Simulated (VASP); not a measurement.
Input:

```
CELL_PARAMETERS angstrom
     -1.70987     1.70987     1.70987
      1.70987    -1.70987     1.70987
      1.70987     1.70987    -1.70987
ATOMIC_POSITIONS crystal
  Li 0.00000 0.00000 0.00000
```

All values below come from optB88-vdW, VASP's PBE PAW potentials (set 64) (plane waves; VASP). Numerical set-up: 520 eV cut-off, 17×17×17 Γ-centred mesh, tetrahedra with Blöchl corrections, potentials Li_sv.

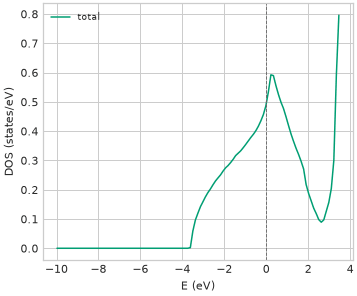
Total and projected density of states, zero at the Fermi level

Within 2 eV below the Fermi level the largest weight inside VASP's projection spheres is Li p, then Li s.

It has no gap at this level: it comes out as a metal or semimetal.

The compound is Li in the bcc structure. It was relaxed first, which changed the volume by -6 %.
